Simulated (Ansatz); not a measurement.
Results of revPBE (Ansatz, an electronic-structure program, PAW) for rutile CrO₂.

Numerical settings: plane-wave cutoff 520 eV, 12×12×18 k mesh (along the axes of the cell as run), Fermi–Dirac smearing 0.05 eV, spin-polarised with parallel moments, scalar-relativistic PAW data made under PBE.

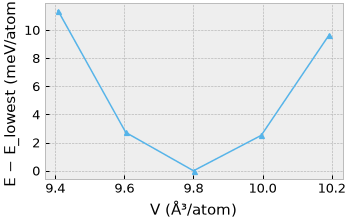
Total energy against volume

Problem. From the curve, estimate the equilibrium volume and the bulk modulus.

Solution. V0 ≈ 9.8 Å³/atom and B0 ≈ 210 GPa; the fit gives V0 = 9.800 Å³/atom, B0 = 214 GPa, B′ = 5.3.

Shape and atoms are relaxed at each volume.

Measured, for comparison: bulk modulus 242 ± 2 GPa (temperature not stated, no zero-point or thermal correction, equation of state from high-pressure X-ray diffraction; as tabulated in Datta et al. (2023), arXiv:2307.04584). Computed (rounded) less measured: bulk modulus -12 %.

Note: the bulk modulus comes from volumes at which shape and atoms were relaxed.

The computed numbers hold no vibrational or temperature effects.

It cost roughly 15 core-minutes of CPU time.
